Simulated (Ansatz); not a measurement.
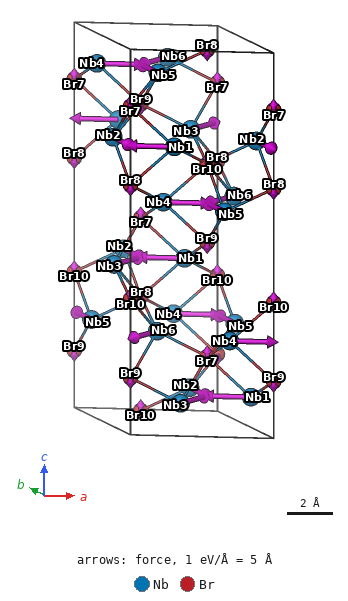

Starting geometry of solid Nb$_{3}$Br$_{2}$ (built on the corundum_167 type) (coarse preliminary run) with the computed forces as purple arrows. Style: ball-and-stick. Shown: the conventional cell (3 times the calculation's cell), slightly off an axis. Lengths and directions refer to the drawn axes.

Case: anti-corundum type (R-3c, No. 167).

Method: Ansatz 0.2.0, DFT PBE, scalar-relativistic, plane waves, PAW. (plane-wave cutoff 420 eV; k-point mesh 3 × 3 × 3; occupations gaussian; smearing width 0.1 eV; no spin polarisation; cell and atoms relaxed; force threshold 0.04 eV/Å; at most 70 steps)

**Is this structure relaxed? If not, where do the atoms go?**

It isn't relaxed: the largest force vector, on Nb atoms, is 0.45 eV/Å. The final displacements follow the starting forces only in part (cosine between the two patterns 0.73). After 7 accepted moves (8 points after the start) the energy has fallen by 486 meV per atom. The largest force component goes from 0.45 to 0.021 eV/Å. The pressure goes from −5.56 to −0.06 GPa. The SCF was repeated once at an unchanged geometry on a basis and grid sized afresh for the cell, which shifted the energy by 0.1 meV per atom at most. The largest moves relative to the cell, 0.60 Å, are those of Br7, Br8, Br9 and Br10. Br7 goes along +c. By element the largest moves are Br 0.60 Å, Nb 0.36 Å. Cell: a = b 6.512 → 6.900 Å (+6.0 %), c 17.779 → 14.027 Å (−21.1 %). Volume −11.4 %. Among the contacts that change: Br7–Br9 5.256 → 2.946 Å, Nb1–Nb4 3.585 → 3.072 Å, Nb1–Nb2 3.454 → 3.038 Å, Nb1–Br10 2.538 → 2.634 Å. Among the angles between lasting bonds that change: Nb1–Br9–Nb5 164.2° → 136.5°, Br7–Nb4–Br8 120.4° → 99.8°, Nb1–Br9–Nb2 101.2° → 118.7°. The space group stays R-3c (No. 167). Cost: 58 s on 1 thread of Arm Neoverse V1, on a shared host, peak memory 0.48 GiB.
